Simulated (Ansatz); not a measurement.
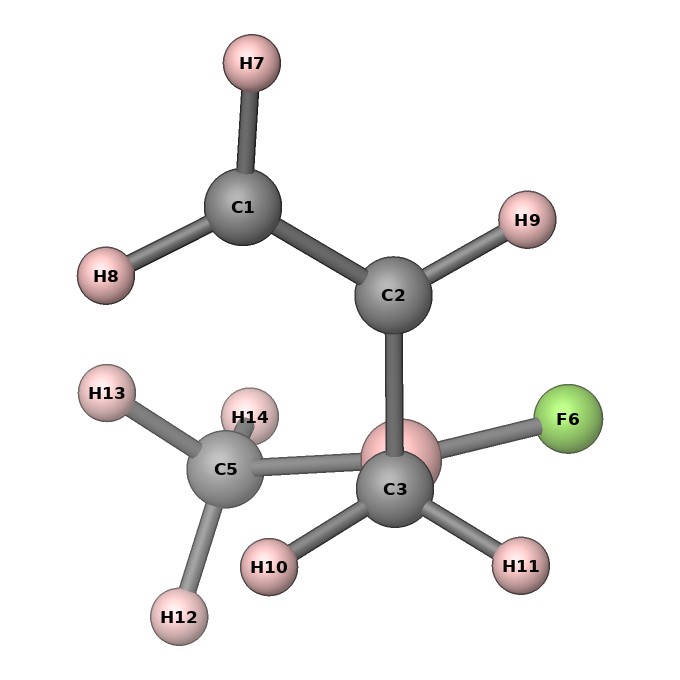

B4 lies behind C3. The molecule seen nearly along the C3–B4 bond, C3 in front. Depth is shown by fading: the farther an atom, the more it takes the colour of the background. The computed structure is the end point of a PBE-D4/def2-SVP optimisation. No frequency run is at hand to confirm it as a minimum.

> What is the torsion angle C2–C3–B4–F6? The sign is positive where the front bond must turn clockwise to cover the back bond.

80°, synclinal (gauche).
